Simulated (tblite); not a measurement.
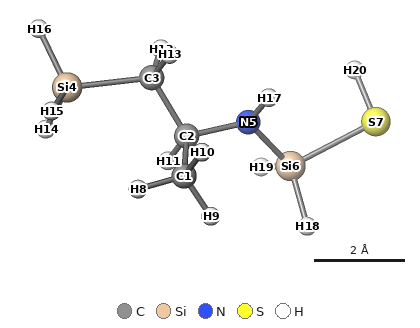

Figure 1. The structure (ball-and-stick view, seen at a tilt; atoms are numbered from 1 in the order of the input).

Frequency calculation of C3H13NSSi2

C3H13NSSi2, computed with GFN2-xTB harmonic vibrations, gas phase (tblite 0.8.0).

It belongs to a series of runs on one base structure; here: H on C replaced by CH2SiH3.

## Output
```
mode    cm-1     km/mol
  1      39.7      2.25
  2      46.0      0.59
  3      64.1      0.77
  4      93.3      2.33
  5     121.3     13.08
  6     127.4     16.84
  7     170.2      7.36
  8     224.3      0.05
  9     239.9      0.65
 10     314.8      9.01
 11     398.2      3.07
 12     426.8     27.39
 13     499.1    124.91
 14     504.3     13.26
 15     516.1     52.26
 16     526.5     31.31
 17     552.9     53.79
 18     591.4     10.58
 19     683.7     84.39
 20     750.2    229.60
 21     764.6    161.46
 22     771.2     56.52
 23     790.1    242.86
 24     793.3    174.80
 25     798.2    291.24
 26     804.9    279.29
 27     863.4     66.10
 28     940.5     11.67
 29    1011.5     16.42
 30    1017.8     33.59
 31    1129.8     18.64
 32    1148.9    105.38
 33    1167.7     58.65
 34    1238.5     83.44
 35    1289.0      1.83
 36    1326.8     11.30
 37    1381.5    140.57
 38    1403.3     12.52
 39    1478.5      0.32
 40    1491.0      2.27
 41    1498.3      1.98
 42    2250.8    255.87
 43    2258.2    404.72
 44    2262.2    263.57
 45    2268.3    263.75
 46    2292.4    149.39
 47    2479.8    124.77
 48    2933.5     37.86
 49    2958.6     55.70
 50    2976.8     26.14
 51    3021.4     34.58
 52    3034.0     38.25
 53    3043.6     30.01
 54    3417.3      9.98
```

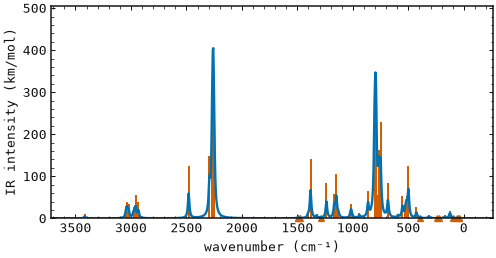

Figure 2. Harmonic infrared spectrum, unscaled: sticks (degenerate modes added up, dark ones marked on the axis) with a Lorentzian envelope of 16 cm⁻¹ full width, scaled to the tallest stick. 54 modes from 40 to 3417 cm⁻¹, none imaginary. The strongest line is at 2258 cm⁻¹ (405 km/mol).

The run was set up as follows.

## Input file
```
{"job": {"kind": "ir", "xc": "GFN2-xTB", "basis": "xTB"}, "charge": 0, "multiplicity": 1}
C     -0.748673    -1.547183     0.076942
C     -0.189867    -0.142163    -0.131925
C     -0.918603     0.891679     0.723967
Si    -2.738204     1.181211     0.249886
N      1.229560    -0.096918     0.161382
Si     2.435833    -0.416454    -1.001801
S      4.319033    -0.144198    -0.000228
H     -1.792829    -1.591282    -0.219933
H     -0.183529    -2.262318    -0.516826
H     -0.672057    -1.830866     1.125277
H     -0.290249     0.124095    -1.189266
H     -0.377304     1.836320     0.637187
H     -0.847065     0.590561     1.771970
H     -2.845532     1.306407    -1.204956
H     -3.577349     0.069314     0.704192
H     -3.191066     2.415114     0.893582
H      1.416280    -0.295127     1.135148
H      2.550566    -1.765694    -1.550860
H      2.312197     0.586122    -2.055222
H      4.103711     1.102059     0.388450
```

The first line tells a small driver script what to run in tblite; the rest is the geometry in Å.

Command:
```bash
OMP_NUM_THREADS=1 python <driver script> task.json out
```

## Results in brief

```csv
quantity,value
outcome,converged
total energy,−618.6691 eV
zero-point energy,93.2020 kcal/mol
hardware,"1 CPU thread, shared host"
wall time,1.6 s
peak memory,0.18 GiB
```
